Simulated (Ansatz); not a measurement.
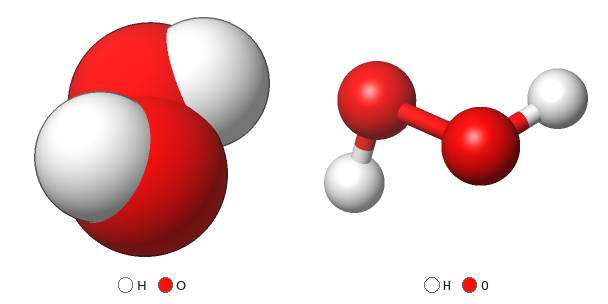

Both panels show the same species.

Identify the structure.

Formula H₂O₂. This geometry has C2 symmetry. Coordination: 2 O bent.

The parts below concern this one geometry. Atoms keep their numbers from picture to picture. The geometry was computed by an optimisation with PBE0-D4/def2-TZVP.

### Geometry

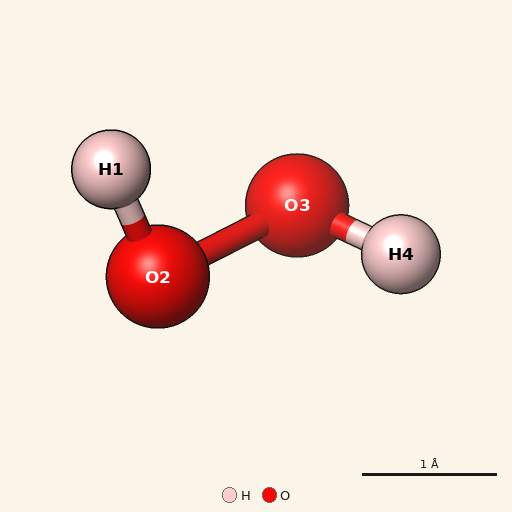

Numbered structure.

Which atoms are bonded, and how long are the bonds?

```
 bond  length (Å)
H1–O2       0.965
O2–O3       1.425
O3–H4       0.965
```

### Vibrations

Harmonic vibrations computed with RKS PBE0-D4/def2-TZVP (Ansatz 0.2.0) at a stationary point of the same level.

List the wavenumbers.

Answer. 6 modes: 395, 1008, 1347, 1464, 3806, 3806 cm⁻¹.

### Electronic properties

Properties computed with CCSD(T)/CBS estimate, frozen core: CCSD(T) correlation extrapolated from def2-TZVPP and def2-QZVPP (Ansatz 0.2.0).

Estimate the T1 diagnostic.

Answer. 0.011.

### Dipole moment

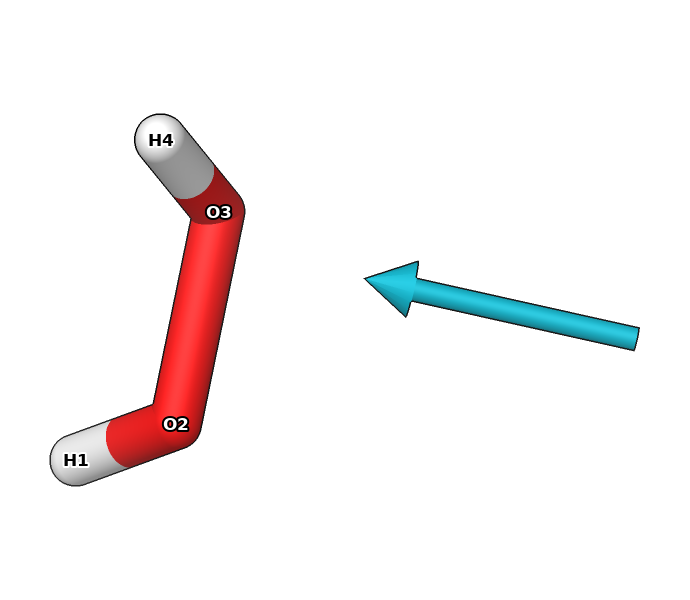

The arrow beside the molecule shows the direction of the dipole moment, from the negative to the positive end (its length means nothing). Level of theory: RKS PBE0-D4/def2-TZVP (Ansatz 0.2.0).

How large is the dipole moment?

Answer. 1.86 D; it points from the side of O2, O3 to the side of H1, H4 (the outermost atoms at the two ends).
